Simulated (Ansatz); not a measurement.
# FH4OSi2: rigid scan of one bond length in Python

How does the energy of FH4OSi2 change as one bond is stretched? Wanted for FH4OSi2: a rigid scan of one bond length.

Computed with Ansatz 0.2.0, driven from Python. Level of theory: B3LYP/cc-pVDZ.

## (1) The structure

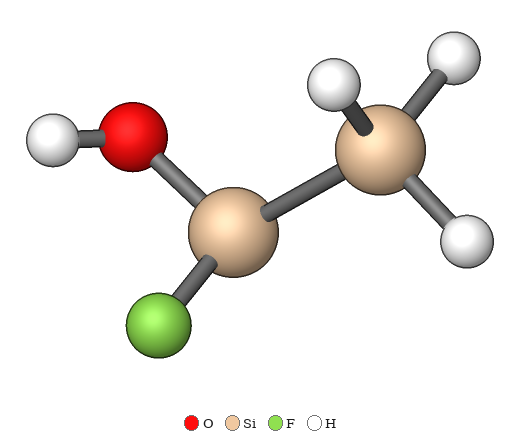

The starting structure, viewed from a chosen angle; oxygen red, silicon light orange, fluorine green, hydrogen white.

The script holds or builds the structure itself.

## (2) The script

scan_fh4osi2.py reads:

```python
"""Stretching a bond of FH4OSi2, the rest held rigid."""

from dataclasses import dataclass
import warnings

import ansatz as az
import numpy as np


@dataclass
class RunConfig:
    basis_set: str = "cc-pVDZ"
    xc: str = "b3lyp"


settings = RunConfig()

warnings.simplefilter("ignore", az.DeckWarning)

geometry_ang = [
    ("O", (1.5237, 1.2638, -0.6932)),
    ("Si", (1.121, -0.0649, 0.1678)),
    ("F", (1.5986, -1.287, -0.7468)),
    ("Si", (-1.0629, -0.2447, 0.6236)),
    ("H", (1.7962, 1.1361, -1.6255)),
    ("H", (-1.597, 0.8993, 1.468)),
    ("H", (-1.9149, -0.2655, -0.6219)),
    ("H", (-1.3726, -1.4941, 1.3722)),
]
geometry = az.Crystal.molecule()
for symbol, xyz in geometry_ang:
    geometry = geometry.atom(symbol, xyz)

symbols = [site.symbol for site in geometry.cartesian_sites]
start = np.array([site.position_ang for site in geometry.cartesian_sites])
axis = (start[0] - start[1]) / np.linalg.norm(start[0] - start[1])
moving = [0, 4]
lengths, energies = [1.39, 1.5, 1.63, 1.8, 2.04, 2.45, 2.94, 3.59], []
for length in lengths:
    xyz = start.copy()
    xyz[moving] += (length - np.linalg.norm(start[0] - start[1])) * axis
    point = az.Crystal.molecule()
    for symbol, xyz in zip(symbols, xyz):
        point = point.atom(symbol, xyz.tolist())
    calculation = (
        point.calculation()
        .basis(gaussian=settings.basis_set)
        .functional(settings.xc)
        .spin("collinear", total=1)
    )
    data = calculation.run().report
    energies.append(data["free_energy_ev"])
    print(f"r = {length:6.3f} A  E = {energies[-1]:.5f} eV  <S^2> = {abs(data['mean_field']['state']['spin_squared']):.3f}")

print("energy above the lowest point (eV):", [round(e - min(energies), 3) for e in energies])
```

## (3) The calls as engine input

The package turns the script's settings into the engine's input (first run):

```yaml
crystal:
  periodic: [false, false, false]
  atoms:
    - { symbol: O, position_ang: [1.4636318073166144, 1.0656062885065445, -0.5647701169595356] }
    - { symbol: Si, position_ang: [1.121, -0.0649, 0.1678] }
    - { symbol: F, position_ang: [1.5986, -1.287, -0.7468] }
    - { symbol: Si, position_ang: [-1.0629, -0.2447, 0.6236] }
    - { symbol: H, position_ang: [1.7361318073166143, 0.9379062885065447, -1.4970701169595355] }
    - { symbol: H, position_ang: [-1.597, 0.8993, 1.468] }
    - { symbol: H, position_ang: [-1.9149, -0.2655, -0.6219] }
    - { symbol: H, position_ang: [-1.3726, -1.4941, 1.3722] }
basis:
  gaussian:
    orbitals: cc-pVDZ
hamiltonian:
  xc: b3lyp
magnetization:
  spin_polarized: true
  initial_magnetization: 1.0
```

## (4) Launch

Started as:

```bash
python scan_fh4osi2.py
```

**Question.** What results will this script give? Wanted: range of energy; lowest point, distance.

The runs gave:

```
                  quantity     value
             runs compared         8
           range of energy  4.072 eV
lowest point, distance (Å)      1.63
```

In words: The curve has its lowest point inside the range, at 1.63. The ends stand 2.12 and 4.07 eV above it. The distance scanned is the script's pair 1, 0. Notes:
- The rest of the molecule is held rigid at a force-field or estimated start geometry, and the basis set is modest; single-reference methods fail as a bond breaks.
- The species is open-shell (spin multiplicity 2).
- b3lyp holds the VWN-RPA fit, as in Gaussian; the form of ORCA and Turbomole is b3lyp5.
